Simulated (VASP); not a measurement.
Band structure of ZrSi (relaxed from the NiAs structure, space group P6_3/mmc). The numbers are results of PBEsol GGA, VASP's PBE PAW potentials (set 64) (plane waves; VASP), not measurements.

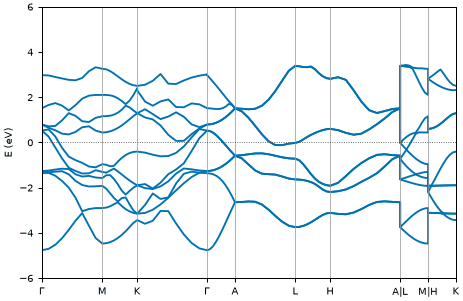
Fig. 1. Bands along high-symmetry lines, zero at the valence-band maximum or, without a gap, the Fermi level

Q: Read the plot: is there a gap, and where are the band edges?

A: It has no gap at this level: it comes out as a metal or semimetal. (Edges off the drawn lines would not show.)

The structure was generated: ZrSi was put into the NiAs type (P6_3/mmc), which need not be its known phase. It was relaxed first, which changed the volume by -28 %.
